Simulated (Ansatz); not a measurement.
A series of calculations on SiN₂H₉OF

Part 1: Relaxation

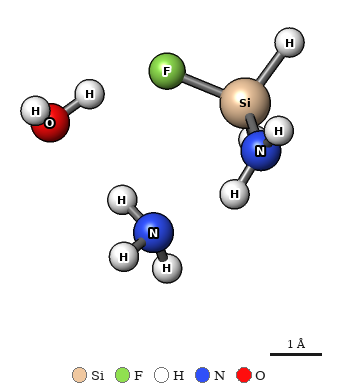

This is the input geometry for a relaxation of SiN2H9OF. A ball-and-stick model, seen at a tilt.

The run prepares an end point of a later path (reaction) calculation, from a guessed geometry.

Method: UKS BHLYP-D4/def2-SVP in Ansatz.

Input file:
```yaml
crystal:
  periodic: [false, false, false]
  atoms:
    - { symbol: Si, position_ang: [0.49461, 0.222379, 1.5587] }
    - { symbol: F, position_ang: [0.681146, -1.220748, 0.754773] }
    - { symbol: H, position_ang: [1.105474, -0.024647, 2.882778] }
    - { symbol: H, position_ang: [-0.963413, 0.382428, 1.668916] }
    - { symbol: "N", position_ang: [1.286296, 1.536824, 0.854125] }
    - { symbol: H, position_ang: [-0.91233, -0.197858, -1.201613] }
    - { symbol: "N", position_ang: [-0.759791, 0.808141, -1.240917] }
    - { symbol: H, position_ang: [-0.874081, -2.395059, -0.220331] }
    - { symbol: O, position_ang: [-1.042668, -2.461381, -1.166632] }
    - { symbol: H, position_ang: [2.232165, 1.788129, 1.081231] }
    - { symbol: H, position_ang: [0.972582, 1.833177, -0.057203] }
    - { symbol: H, position_ang: [-1.680606, 1.231217, -1.222845] }
    - { symbol: H, position_ang: [-0.383752, 0.999353, -2.162218] }
    - { symbol: H, position_ang: [-0.155531, -2.502154, -1.528766] }
magnetization:
  spin_polarized: true
basis:
  gaussian: { orbitals: def2-SVP }
hamiltonian:
  xc: { name: BHLYP }
  dispersion: d4
relax:
  f_tol: 0.03
  max_steps: 50
```

Launched with:
```bash
ansatz run input.yaml --threads 4 --pin off --max-ram 5120MiB --backend cpu --events-out ev --progress --plain --runs-dir out
```

Q: What does the optimiser find from here?

A: The energy falls by 14.6 kJ/mol in 15 accepted moves (16 points after the start). Largest force component: 0.59 eV/Å at the start, 0.012 eV/Å at the end. The line search rejected the trial step at point 9 of the run. The largest moves after the best rigid fit, 0.83 Å, are those of F2 and H10. Largest moves by element: H 0.83 Å, F 0.83 Å, O 0.65 Å, N 0.53 Å, Si 0.38 Å. Some distances before and after: N5–H11 1.008 → 1.023 Å, Si1–F2 1.662 → 1.649 Å, Si1–N5 1.688 → 1.682 Å, Si1–H3 1.479 → 1.474 Å. Among the angles between lasting bonds that change: H4–Si1–N5 114.3° → 110.8°, H3–Si1–N5 108.1° → 110.9°, H3–Si1–H4 111.1° → 113.4°. The run took 54 s on 4 threads of Arm Neoverse V1, with other jobs on the host, peak memory 0.39 GiB.

The structure at the end:

```xyz
14

Si    0.4723    0.0769    1.9068
F     0.3889   -1.5121    1.4740
H     1.3526    0.0899    3.0886
H    -0.9258    0.4233    2.2148
N     1.0817    1.0701    0.6939
H    -0.8857   -0.0070   -1.5385
N    -0.8231    1.0085   -1.5828
H    -0.4142   -1.9718   -0.1362
O    -0.6415   -1.9615   -1.0703
H     2.0689    1.1799    0.5385
H     0.5131    1.2560   -0.1364
H    -1.7524    1.3723   -1.4174
H    -0.5852    1.2538   -2.5349
H     0.1506   -2.2786   -1.5002
```

The end point in the same view:

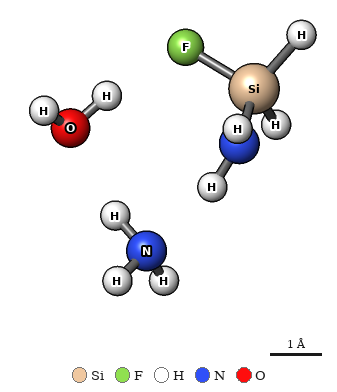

Part 2: Relaxation

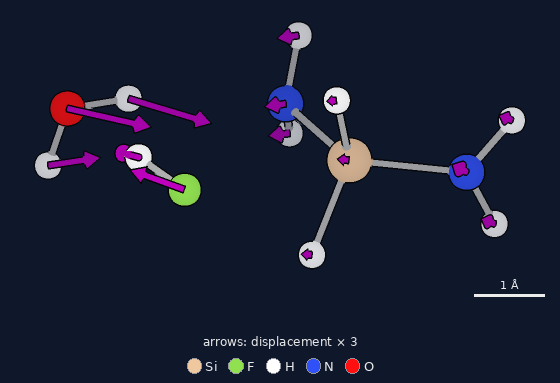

A relaxation of SiN$_{2}$H$_{9}$OF. The starting structure is drawn; purple arrows show the displacements, magnified 3 times. The two geometries are superimposed by the best rigid fit.

A ball-and-stick model, seen from a free direction.

The run prepares an end point of a later path (reaction) calculation, from a guessed geometry.

Theory: Ansatz, UKS BHLYP-D4/def2-SVP. Set-up: collinear spin; force threshold 0.03 eV/Å; at most 50 steps.

Question: Describe the change and its energy.

Answer: The energy falls by 37.9 kJ/mol in 7 geometry steps. The largest force component goes from 1.1 to 0.026 eV/Å. The atom that moves furthest after the best rigid fit is the O atom (0.45 Å). Largest moves by element: O 0.45 Å, H 0.44 Å, F 0.29 Å, N 0.12 Å, Si 0.06 Å. Near-neighbour distances that change, for instance: F–H 0.906 → 0.943 Å, N–Si 1.793 → 1.772 Å, H–O 0.965 → 0.979 Å, N–Si 1.720 → 1.716 Å. The run took 27 s on 4 threads of Arm Neoverse V1 (shared host), peak memory 0.38 GiB.

Part 3: Path

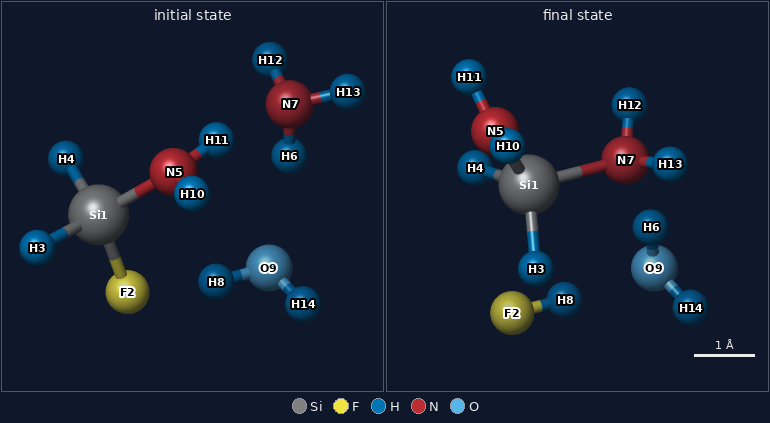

The two relaxed end points of a path for SiN$_{2}$H$_{9}$OF. The picture is a ball-and-stick view, seen at a tilt.

Computed with UKS BHLYP-D4/def2-SVP (Ansatz 0.2.0).

Set-up: 5 movable images; climbing image; force threshold 0.05 eV/Å; iteration limit 60.

Start:
```xyz
14

Si    0.4717    0.0774    1.9069
F     0.4006   -1.5115    1.4715
H     1.3517    0.0953    3.0888
H    -0.9292    0.4123    2.2155
N     1.0734    1.0773    0.6957
H    -0.8856   -0.0113   -1.5385
N    -0.8309    1.0047   -1.5811
H    -0.3988   -1.9747   -0.1396
O    -0.6262   -1.9646   -1.0736
H     2.0597    1.1950    0.5406
H     0.5033    1.2602   -0.1342
H    -1.7630    1.3610   -1.4151
H    -0.5949    1.2535   -2.5328
H     0.1683   -2.2748   -1.5040
```

End:
```xyz
14

Si    0.3833    0.6511    0.6758
F    -0.4127   -2.3365    1.2104
H     1.5051   -0.3018    0.6838
H    -0.7517    0.3695    1.5657
N     1.0295    2.1780    1.1176
H    -0.8521   -1.1941   -1.2324
N    -0.3000    0.5246   -0.9541
H    -0.7388   -2.3822    0.3272
O    -1.0797   -2.1465   -1.2144
H     1.9732    2.4589    0.9169
H     0.4718    2.9381    1.4658
H    -1.1454    1.0610   -1.0999
H     0.3393    0.7555   -1.7036
H    -0.4217   -2.5757   -1.7588
```

### Predict the minimum-energy path and its barrier.

Forward barrier 133.7 kJ/mol, backward barrier 52.6 kJ/mol, with image 5 at the top; the reaction energy is +81.1 kJ/mol. Breaking: H6–N7 (1.02 → 1.32 at the top → 1.83 Å), H8–O9 (0.96 → 1.15 at the top → 1.60 Å), Si1–F2 (1.65 → 2.09 at the top → 3.14 Å). Forming: F2–H8 (1.86 → 1.18 at the top → 0.94 Å), H6–O9 (2.02 → 1.17 at the top → 0.98 Å), Si1–N7 (3.84 → 1.84 at the top → 1.77 Å). The band converged in 31 iterations. The largest component of the band force went from 10 to 0.032 eV/Å. The climbing image converged on the top of the path. Its vibrational analysis gives one imaginary mode (1281i cm⁻¹), as a transition state must have.

Energies of the converged images:

```
image  path (Å)  E (kJ/mol)
    0      0.00         0.0
    1      1.45         4.9
    2      2.91        16.7
    3      4.36        61.7
    4      5.81        65.1
    5      7.26       133.7
    6      9.75        81.1
```

The geometry at the top of the path:

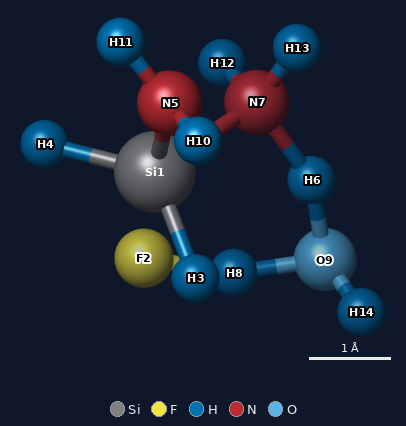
